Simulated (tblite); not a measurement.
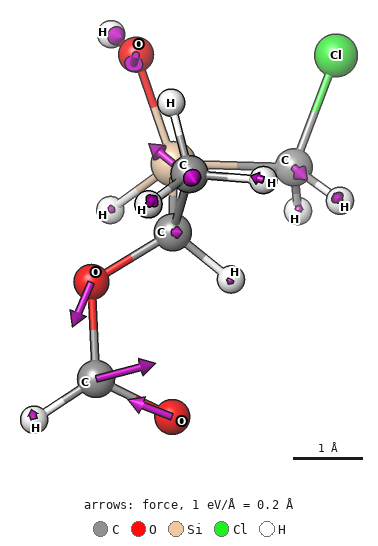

Starting geometry of C₄H₉ClO₃Si with the computed forces as purple arrows. The picture is a ball-and-stick view, seen from a free direction.

All numbers below come from GFN2-xTB geometry optimisation, gas phase in tblite 0.8.0. 

Question: Is this structure relaxed? If not, where do the atoms go?

Answer: It isn't relaxed: the largest force vector, on a C atom, is 4.61 eV/Å. The final displacements have little in common with the starting forces (cosine between the two patterns 0.19). An H atom moves most after the best rigid fit: 2.25 Å. By element the largest moves are H 2.25 Å, O 2.13 Å, Cl 1.72 Å, C 1.05 Å, Si 0.34 Å. Near-neighbour distances that change, for instance: O–Si 4.049 → 2.484 Å, C–O 1.420 → 1.295 Å, O–Si 1.696 → 1.635 Å, H–O 1.017 → 0.956 Å. Bond angles that change, for instance: C–Si–O 114.6° → 95.9°, Si–O–H 107.5° → 121.0°, O–C–H 120.6° → 110.7°. Groups turn about C–O by about 140°, C–Si by about 100°, O–Si by about 40°. Over 291 geometry steps the energy falls by 133.9 kJ/mol.
